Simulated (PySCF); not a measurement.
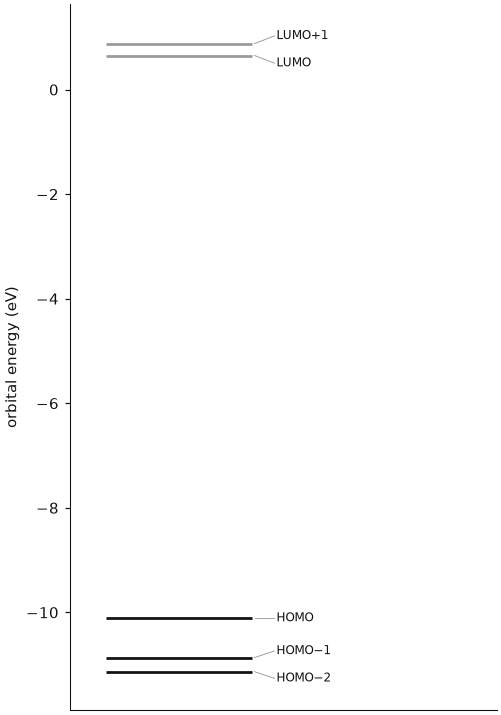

Kohn-Sham orbital energies near the frontier, CAM-B3LYP/def2-SVPD (IEF-PCM benzene) in PySCF 2.14.0, at a PBE0-D3(BJ)/def2-SVP geometry (no frequency check); empty levels in grey, levels within 0.03 eV side by side.

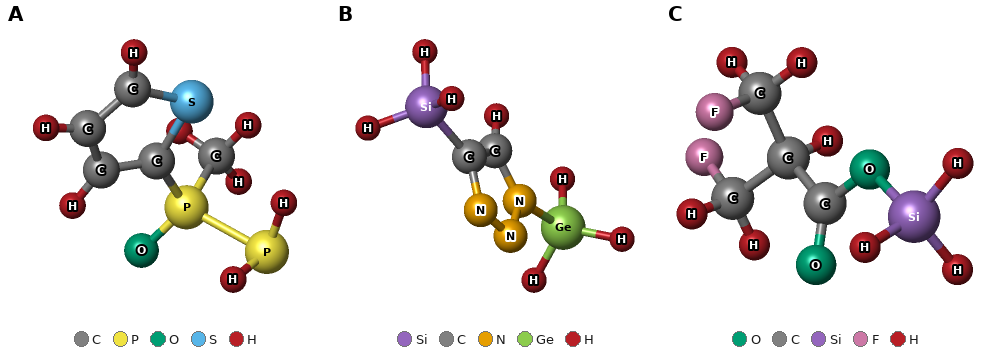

Which molecule has this level scheme? Choose among the lettered structures.

Answer. Structure C, C₄H₈F₂O₂Si, SMILES O=C(O[SiH3])C(CF)CF. HOMO −10.11 eV, LUMO 0.65 eV, separation 10.76 eV.

Caveats: one conformer of a flexible molecule; empty levels above zero depend strongly on the basis.
